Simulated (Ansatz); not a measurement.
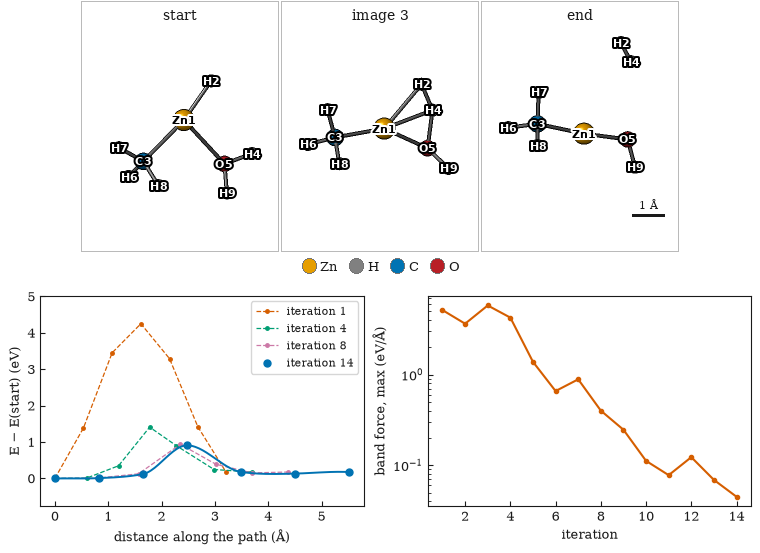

NEB run on CH₆OZn, made up at the start of CH₄Zn and H₂O. Images are numbered from 0 (start) to 6 (end). The plot follows the band through its iterations. Style: ball-and-stick. Shown at a tilt.

Level of theory: RKS PBE0-D4/def2-SVP in Ansatz. Settings: 5 movable images; climbing image.

**Did the band converge, and can the barrier be trusted?**

The run is converged, with reservations. The band converged in 14 iterations. The largest component of the band force went from 5.2 to 0.045 eV/Å. The climbing image converged on the top of the path. Its curvatures weren't checked. The largest force component is 0.36 eV/Å at the start and 0.39 eV/Å at the end; an end with forces this large is no minimum, and the barrier measured from it can be far off. The first iteration put the highest image at 4.25 eV. Relative to the start the highest point is image 3 at +0.91 eV and the end lies at +0.18 eV, but the profile dips to +0.13 eV at image 5 on the way, so an end point isn't at the bottom of its valley along this path.

The run took 110 s on 4 threads of Arm Neoverse V2 (shared host).
